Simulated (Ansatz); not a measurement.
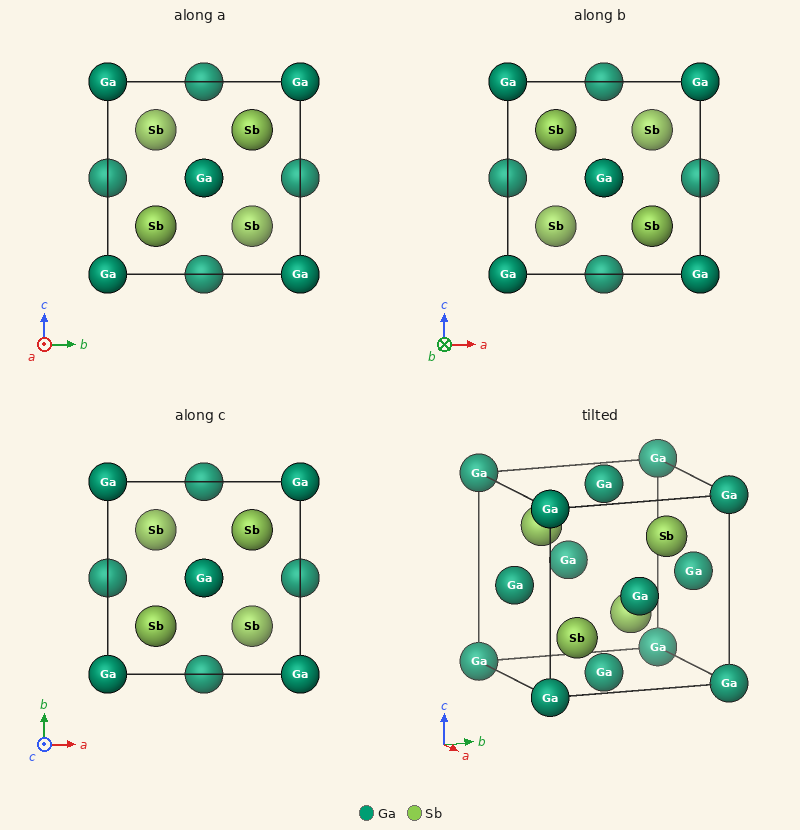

Crystal structure, spheres-only style, seen along the a axis, along the b axis, along the c axis and slightly off an axis. One conventional unit cell is framed, with atoms on its boundary repeated.

Lattice parameters: a = 6.050 Å, b = 6.050 Å, c = 6.050 Å, α = 90.00°, β = 90.00°, γ = 90.00°.

Question: Transcribe the picture into a table of Wyckoff sites.

Answer: Space group F-43m (No. 216).
| atom | site | x | y | z |
| --- | --- | --- | --- | --- |
| Ga | 4a | 0.0000 | 0.0000 | 0.0000 |
| Sb | 4d | 0.2500 | 0.2500 | 0.7500 |

The structure comes from a structure type filled with these elements by a generator (whether the compound takes this form wasn't checked). The geometry was optimised with Ansatz 0.2.0, DFT, LDA, plane waves, PAW.
